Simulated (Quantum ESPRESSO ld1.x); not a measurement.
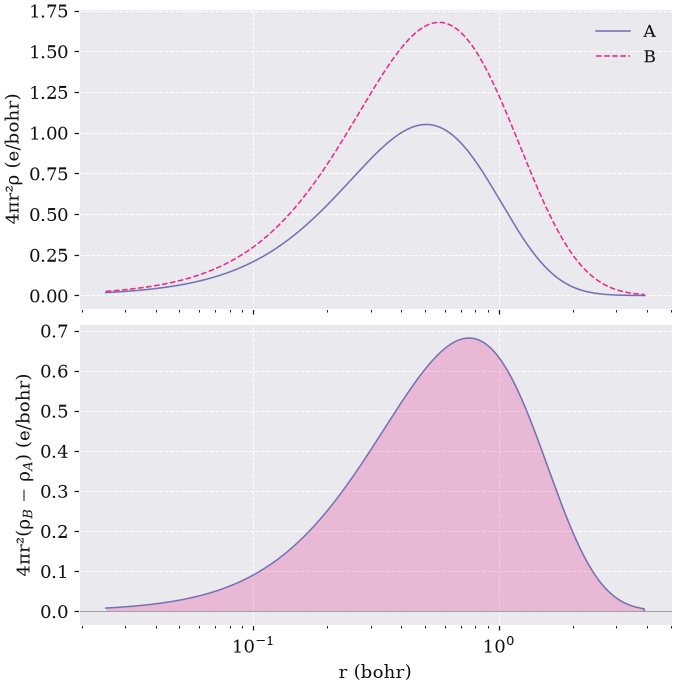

Two charge states of helium were computed: He in 1s2; He⁺ in 1s1 (high spin). The calculation used Quantum ESPRESSO ld1.x 7.5 at this level: scalar-relativistic Kohn-Sham, LDA (Slater exchange, Perdew-Wang correlation), spin-polarised, spherical densities, point nucleus.

The plot shows both radial densities and the radial density of run B less that of run A; on the logarithmic r axis, areas aren't charges.

Which run is A and which is B? Where does the charge move?

A is He⁺ in 1s1 (high spin); B is He in 1s2. B holds 1.0 electrons more than A where the difference is positive (most at r = 0.75 bohr) and hardly less anywhere, a net change of +1. The energy of B less that of A is −24.3 eV.
